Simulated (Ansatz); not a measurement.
## Electronic structure of ClGeH$_{3}$O$_{2}$ in real space

Input file:

```
crystal:
  periodic: [false, false, false]
  atoms:
    - { symbol: Ge, position_ang: [0.0, 0.0, 0.0] }
    - { symbol: H, position_ang: [0.0, 0.0, 1.55] }
    - { symbol: O, position_ang: [1.6691, 0.0, -0.5894] }
    - { symbol: H, position_ang: [1.9855, -0.9521, -0.7061] }
    - { symbol: Cl, position_ang: [-1.0456, 1.8115, -0.7393] }
    - { symbol: O, position_ang: [-0.8337, -1.4443, -0.5894] }
    - { symbol: H, position_ang: [-1.2883, -1.91, 0.183] }
basis:
  gaussian: { orbitals: def2-SVP }
hamiltonian:
  xc: pbe0
relax:
  f_tol: 0.02
  max_steps: 40
output:
  orbitals: {}
```

Command:

```sh
ansatz run input.yaml --threads 1 --pin off --max-ram 2048MiB --backend cpu --events-out ev --progress --plain --runs-dir out
```

The fields are those of the run's last geometry, not of the input's.

Method: RKS PBE0/def2-SVP in Ansatz.

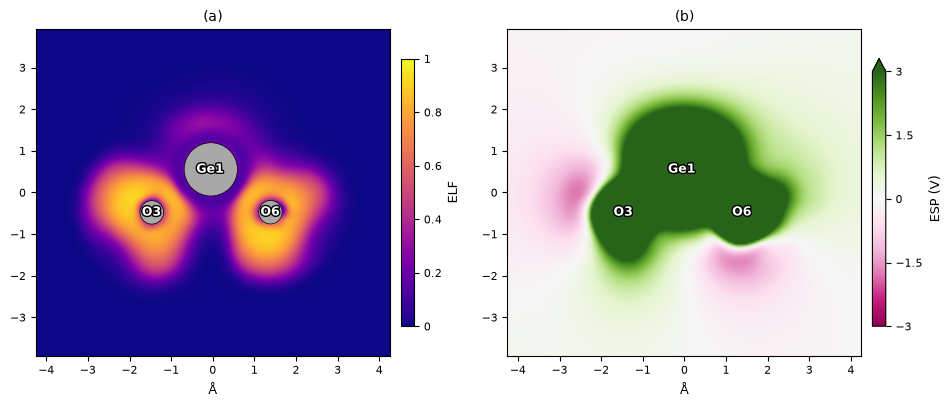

Figure 1. (a) ELF; (b) molecular electrostatic potential on the plane of atoms O3, Ge1 and O6. Grey discs cover the atomic cores in the ELF map.

### Describe what can be read from this map.

Atoms in the plane: Ge and O.
Ge–O (1.75 Å): the ELF peaks at about 0.85 in the valence shell of O, 0.6 Å from its nucleus, and is about 0.30 at the midpoint.
The ELF also peaks beside O6 and O3, away from the bonds: lone-pair regions.
Outside the dense part of the molecule the potential is most negative (−1.8 V) near O3.

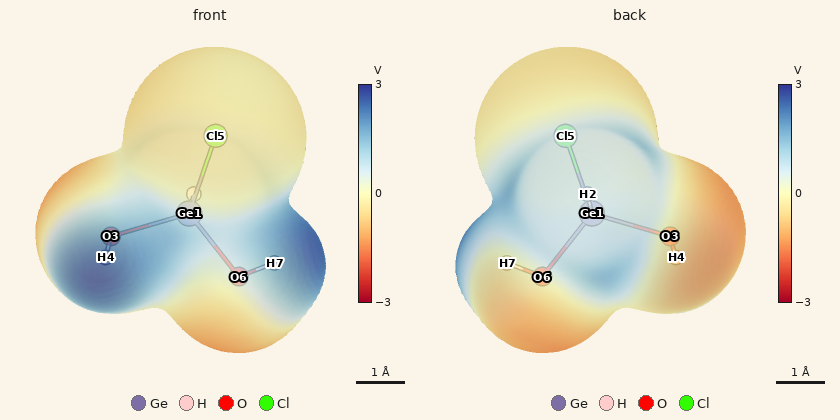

Figure 2. The electrostatic potential painted on the density surface at 0.002 e/bohr³, seen from the front and from behind; red is negative and blue positive.

### Which sites attract a positive test charge, and which a negative one?

A positive charge is drawn to the negative regions and a negative charge to the positive ones. The most negative region (about −1.4 V) lies over O3 and O6, the most positive (about +2.6 V) over H4 and H7.

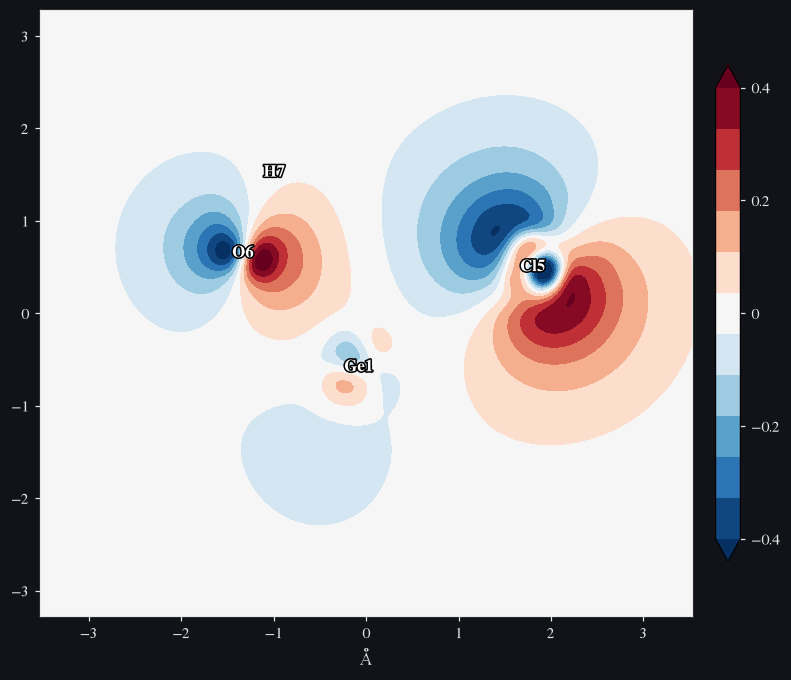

Figure 3. The HOMO−1 on the plane of atoms Cl5, Ge1 and O6 (values in Å⁻³ᐟ²; the overall sign is arbitrary).

### What is the character of this orbital?

It lies mainly on Cl5 (about 75 %), Ge1 (about 5 %) and O3 (about 5 %); largely a lone pair of Cl5. Its energy is −9.07 eV.
